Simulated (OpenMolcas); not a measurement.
# BClO (boron chloride oxide): HF/cc-pVTZ (RICD fitting, fitting threshold 0.01)

What is the vertical electron affinity of BClO (boron chloride oxide) at HF/cc-pVTZ (RICD fitting, fitting threshold 0.01)? 

The calculation is run with OpenMolcas 26.06.

## 1. The structure to begin with

BClO: 3 atoms, total charge 0, spin state singlet. As SMILES, `O=BCl`. The shape is that of a GFN2-xTB optimisation.

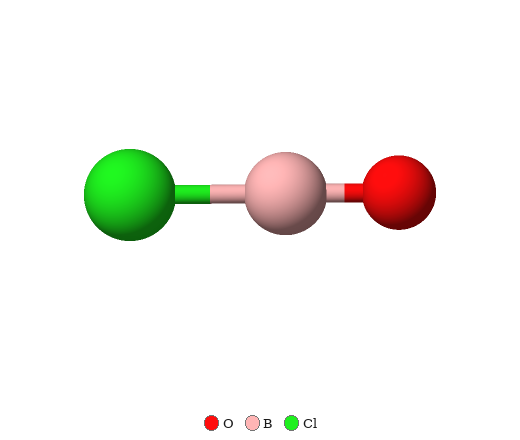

Viewed from a chosen angle; oxygen red, boron pink, chlorine green.

## 2. Energy and forces at HF/cc-pVTZ (RICD fitting, fitting threshold 0.01)

job.input reads:

```
* BClO Hartree-Fock
>>> EXPORT MOLCAS_PRINT=2

&GATEWAY
  BasLib
  $CurrDir
  Coord
  3
  angstrom
  O        1.019560       0.606200       0.626990
  B        0.113080       0.066620       0.069470
  Cl      -1.132640      -0.672810      -0.696460
  Basis
  cc-pVTZ
  Group
  NoSym
  RICD
  CDThreshold
  0.01

&SEWARD

&SCF
  PrOrbitals
  0

&ALASKA
```

The basis set cc-pVTZ is read from a file made from the Basis Set Exchange's data (not shown).

The run is started by

```sh
export MOLCAS_MEM=1860
pymolcas job.input > job.log
```

What it wrote (excerpt; [...] marks lines left out):

```text
--- Start Module: gateway ---
[...]
--- Stop Module: gateway /rc=_RC_ALL_IS_WELL_ ---
[...]
      Basis functions           94
[...]
--- Start Module: scf ---
[...]
       Convergence after  11 Iterations
[...]
::    Total SCF energy                               -559.1766554467
[...]
      Total spin, S                                     0.0000000000
[...]
      Total electronic charge=   30.000000
      Total            charge=   -0.000000
[...]
      Dipole Moment (debye):
      Origin of the operator (angstrom)=   -0.3559   -0.2113   -0.2188
                   X= -2.4162E+00               Y= -1.4386E+00               Z= -1.4861E+00           Total=  3.1806E+00
      Quadrupole Moment (debye*angstrom):
[...]
--- Stop Module: scf /rc=_RC_ALL_IS_WELL_ ---
[...]
--- Start Module: alaska ---
[...]
 *              Molecular gradients               *
 **************************************************
  Irreducible representation: a
 ------------------------------------------------------------------------------------------
                              X                       Y                       Z
 ------------------------------------------------------------------------------------------
  O1                1.13334627992945E-02    6.85242733111391E-03    7.01449669504317E-03
  B2               -3.47973962707157E-02   -2.08045371363188E-02   -2.14185494901470E-02
  CL3               2.34639334713389E-02    1.39521098051700E-02    1.44040527950429E-02
 ------------------------------------------------------------------------------------------
--- Stop Module: alaska /rc=_RC_ALL_IS_WELL_ ---
[...]
```

Run time: 3.9 s. Hardware: 1 thread of Arm Neoverse V2, shared host; peak memory 0.09 GiB.

## 3. The doublet anion

job.inp reads:

```
&GATEWAY
  BasLib
  $CurrDir
  Coord
  3
  angstrom
  O        1.019560       0.606200       0.626990
  B        0.113080       0.066620       0.069470
  Cl      -1.132640      -0.672810      -0.696460
  Basis
  cc-pVTZ
  Group
  NoSym
  RICD
  CDThreshold
  0.01

&SEWARD

&SCF
  UHF
  Charge
  -1
  Spin
  2
  PrOrbitals
  0

&ALASKA
```

The basis set cc-pVTZ is read from a file made from the Basis Set Exchange's data (not shown).

The run is started by

```sh
export MOLCAS_MEM=1860
pymolcas job.inp > job.log
```

What it wrote (excerpt; [...] marks lines left out):

```text
--- Start Module: gateway ---
[...]
--- Stop Module: gateway /rc=_RC_ALL_IS_WELL_ ---
[...]
      Basis functions           94
[...]
--- Start Module: scf ---
[...]
       Convergence after  24 Iterations
[...]
::    Total SCF energy                               -559.0649906876
[...]
      Total spin, S                                     0.5059242416
[...]
      Total electronic charge=   31.000000
      Total            charge=   -1.000000
[...]
      Dipole Moment (debye):
      Origin of the operator (angstrom)=   -0.3559   -0.2113   -0.2188
                   X= -2.6066E+00               Y= -1.4884E+00               Z= -1.5960E+00           Total=  3.3995E+00
      Center of Charge (angstrom)
[...]
--- Stop Module: scf /rc=_RC_ALL_IS_WELL_ ---
[...]
--- Start Module: alaska ---
[...]
 *              Molecular gradients               *
 **************************************************
  Irreducible representation: a
 ------------------------------------------------------------------------------------------
                              X                       Y                       Z
 ------------------------------------------------------------------------------------------
  O1               -1.67272480702909E-02   -1.12077776205739E-02   -1.03930515521924E-02
  B2               -5.13301719052182E-02   -2.82400722407918E-02   -3.13319116706965E-02
  CL3               6.80574199753661E-02    3.94478498613449E-02    4.17249632227783E-02
 ------------------------------------------------------------------------------------------
--- Stop Module: alaska /rc=_RC_ALL_IS_WELL_ ---
[...]
```

Run time: 7.2 s. Hardware: 1 thread of Arm Neoverse V2, shared host; peak memory 0.09 GiB.

## 4. Outcome

Level: HF/cc-pVTZ (RICD fitting, fitting threshold 0.01).

| quantity | value |
| --- | --- |
| singlet BClO: total energy | -559.17666 Eh |
| singlet BClO: dipole moment | 3.18 D |
| singlet BClO: HOMO energy | -13.54 eV |
| singlet BClO: LUMO energy | 3.28 eV |
| singlet BClO: HOMO–LUMO gap | 16.81 eV |
| singlet BClO: largest force on an atom | 2.358 eV/Å |
| doublet anion: total energy | -559.06499 Eh |
| doublet anion: HOMO energy (highest over α and β) | 2.76 eV |
| doublet anion: LUMO energy (lowest over α and β) | 9.12 eV |
| doublet anion: ⟨S²⟩ | 0.762 |
| doublet anion: largest force on an atom | 4.579 eV/Å |
| vertical electron affinity (to the doublet anion) | -3.039 eV |

In words: The anion lies 3.04 eV (293 kJ/mol) above the neutral: the electron isn't bound at this level, and such a value depends on the basis. Without diffuse functions anions come out too high. Hartree–Fock misses the correlation that binds many anions. The largest force (singlet BClO) is 2.36 eV/Å: the shape isn't a stationary point for this species at this level. Mulliken charges (singlet BClO) run from -0.29 on O1 to +0.26 on B2; they depend strongly on the basis. Mulliken charges (doublet anion) run from -1.11 on B2 to +0.31 on Cl3. The HOMO (doublet anion) lies at positive energy, 2.76 eV: the electron is unbound at this level or held by a compact basis; values depend on the basis.
